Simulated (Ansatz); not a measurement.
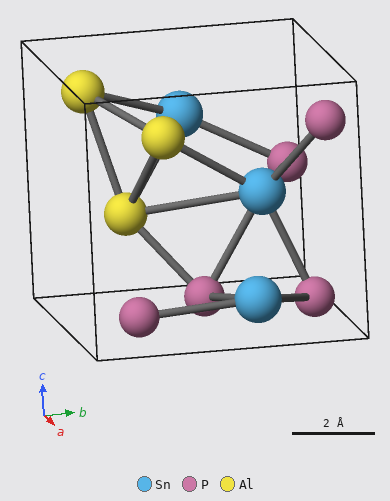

Starting frame of a dynamics run of an amorphous cell of composition Al$_{3}$Sn$_{3}$P$_{5}$ (11 atoms in the cell). The picture is a ball-and-stick view of the simulation cell, seen slightly off an axis. Bonds to atoms that aren't drawn are left out.

Level of theory: Ansatz 0.2.0, DFT, PAW plane waves, PBE.

Input file:
```yaml
crystal:
  lattice:
    - [6.030253, 1.019334, -0.405601]
    - [-1.280496, 6.780026, -0.678684]
    - [-0.896574, 0.5407, 6.258672]
  atoms:
    - { symbol: Sn, position: [0.906257, 0.621861, 0.16188] }
    - { symbol: Sn, position: [0.013526, 0.564511, 0.669705] }
    - { symbol: Sn, position: [0.493839, 0.747844, 0.471067] }
    - { symbol: P, position: [0.817843, 0.202339, 0.107739] }
    - { symbol: P, position: [0.829325, 0.917574, 0.815561] }
    - { symbol: P, position: [0.378673, 0.542627, 0.052443] }
    - { symbol: Al, position: [0.577706, 0.375188, 0.732205] }
    - { symbol: Al, position: [0.186516, 0.175645, 0.833904] }
    - { symbol: Al, position: [0.232604, 0.301, 0.357983] }
    - { symbol: P, position: [0.502133, 0.919253, 0.047931] }
    - { symbol: P, position: [0.063199, 0.940519, 0.463998] }
kpoints:
  mp_grid: { grid: [3, 2, 3] }
magnetization:
  spin_polarized: false
scf:
  occupations: { method: fermi_dirac, width: 0.05 }
hamiltonian:
  pseudopotentials: { kind: paw }
  xc: pbe
basis:
  ecutwfc: 420
md:
  timestep: 1.0
  n_steps: 30
  ensemble: nvt_langevin
  temperature: 300.0
  initial_velocities: maxwell_boltzmann
  seed: 281370
```

Run as
```bash
ansatz run input.yaml --threads 2 --pin off --max-ram 2560MiB --backend cpu --events-out ev --progress --plain --runs-dir out
```

Question: Predict how the run goes.

Answer: The mean temperature in the second half is 717 K (standard deviation 80 K). That is above the set 300 K, because the structure releases potential energy faster than the thermostat removes it. The potential energy is still drifting at the end, so the run hasn't reached equilibrium. The potential energy in the second half lies on average 47.0 meV per atom below the first frame. In the second half of the run the atoms are, in the root-mean-square, this far from where they began (common drift taken out): P 0.17 Å, Al 0.08 Å, Sn 0.06 Å. The run lasts only 30 fs, too short to tell vibration from diffusion.

Along the run (each row but the first and the last is the mean over the interval that it begins):

```json
{"time (fs)": "0.0", "potential energy (meV/atom)": "0.0", "T (K)": "273"}
{"time (fs)": "3.0", "potential energy (meV/atom)": "-3.3", "T (K)": "304"}
{"time (fs)": "6.0", "potential energy (meV/atom)": "-6.9", "T (K)": "328"}
{"time (fs)": "9.0", "potential energy (meV/atom)": "-12.1", "T (K)": "397"}
{"time (fs)": "12.0", "potential energy (meV/atom)": "-18.5", "T (K)": "495"}
{"time (fs)": "15.0", "potential energy (meV/atom)": "-26.2", "T (K)": "573"}
{"time (fs)": "18.0", "potential energy (meV/atom)": "-35.5", "T (K)": "697"}
{"time (fs)": "21.0", "potential energy (meV/atom)": "-45.3", "T (K)": "737"}
{"time (fs)": "24.0", "potential energy (meV/atom)": "-55.2", "T (K)": "745"}
{"time (fs)": "27.0", "potential energy (meV/atom)": "-64.9", "T (K)": "806"}
{"time (fs)": "30.0", "potential energy (meV/atom)": "-70.9", "T (K)": "795"}
```

The paths of the atoms, magnified 2 times:

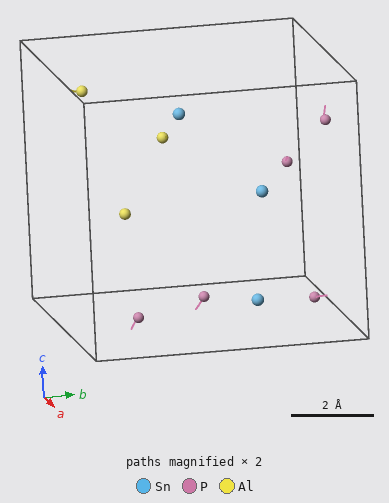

Limits of the set-up: the k-point mesh is coarse for a cell with partly filled bands; the periodic images lie only 6.1 Å apart, so the values are limited by the cell's size.

Cost: 3.7 min on 2 threads of Arm Neoverse N1, on a shared host, peak memory 0.68 GiB.
